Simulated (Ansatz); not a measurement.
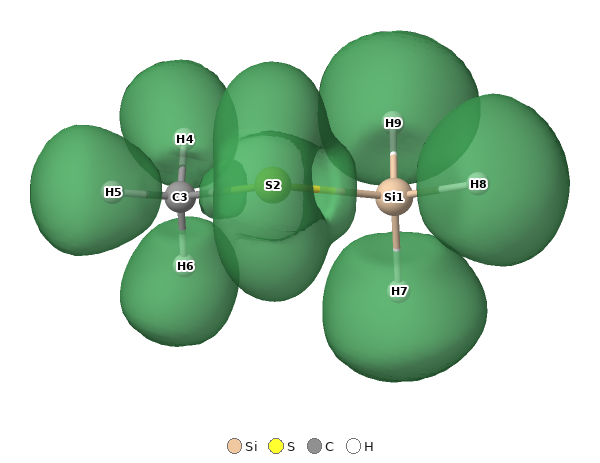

CH6SSi. Isosurface of the electron localisation function at 0.8 (green), seen from one side. Only the valence region is drawn (cores and ρ < 0.01 e/Å³ removed).

Geometry: PBE-D4/def2-TZVP.

Method: RKS PBE0-D4/def2-TZVP in Ansatz 0.2.0.

| atom | x (Å) | y (Å) | z (Å) |
| --- | --- | --- | --- |
| Si | -0.3726 | 0.8448 | -1.1721 |
| S | -0.4381 | 0.8047 | 0.9651 |
| C | 0.3596 | -0.8203 | 1.2470 |
| H | -0.2266 | -1.6298 | 0.7940 |
| H | 0.3927 | -0.9679 | 2.3333 |
| H | 1.3842 | -0.8325 | 0.8544 |
| H | 1.0361 | 0.8391 | -1.6819 |
| H | -1.0590 | 2.1042 | -1.5852 |
| H | -1.0761 | -0.3425 | -1.7546 |

Q: Where are the electrons localised?

A: The surface consists of one region between bonded C–S atoms (shared pairs), six regions around hydrogen nuclei and one region on S in which the atom's valence shell and bonds are merged.

Values along the shortest contacts:
C–S (1.83 Å): the ELF peaks at about 0.90 between the atoms (localised, covalent bonding). Si–S (2.14 Å): the ELF peaks at about 0.95 between the atoms (a covalent bond).
